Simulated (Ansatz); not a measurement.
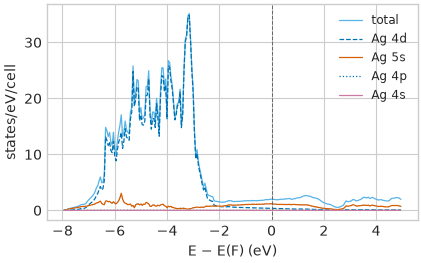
Fig. 1. Total and projected density of states of Ag in space group P6/mmm (No. 191; Ag on 2e, Ag on 2d, Ag on 3f), plane-wave PAW PBEsol (Ansatz code)

Task: Which orbitals carry the states next to the Fermi level?

Result: Within 0.5 eV of the Fermi level: Ag 5s 58 %, Ag 4d 18 %, outside the projected shells 24 %. Projections are on Löwdin-orthogonalised atomic valence shells; empty p or d shells of many metals are not among them.

Task: Where is the tallest occupied peak in this window, and what makes it?

Result: Near -3.1 eV, about 35 states/eV per cell; the largest projected share is Ag 4d.

The start of the workflow was typed in or built on a structure type; neither database checked (COD, Materials Project) lists it. It is not the phase usual at ambient conditions (space group No. 225). The cell was relaxed with PBEsol under the symmetry of its start. At this level the phase is mechanically unstable. The run is not spin-polarised. Scalar-relativistic: spin–orbit coupling is off unless named, which matters more the heavier the elements.

Potentials: the later of the program's two PAW sets.
